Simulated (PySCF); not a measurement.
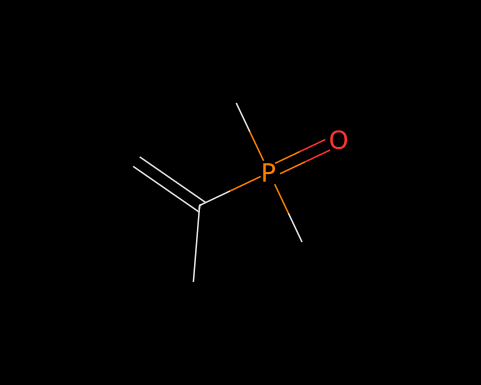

The computed structure is the end point of a GFN2-xTB optimisation. No frequency run is at hand to confirm it as a minimum. Level of theory: PBE0/pcSseg-1, gas phase (PySCF 2.14.0).

Question: Give the LUMO energy (Kohn–Sham orbital) at this level.

Answer: −0.26 eV.

Question: What is the dipole moment?

Answer: 4.16 D.

Question: Estimate the HOMO energy (Kohn–Sham orbital).

Answer: −7.49 eV.

The geometry is semi-empirical. Around P such bond lengths and angles can be off by a tenth of an ångström or more and by several degrees, and values that hang on the shape move with them.
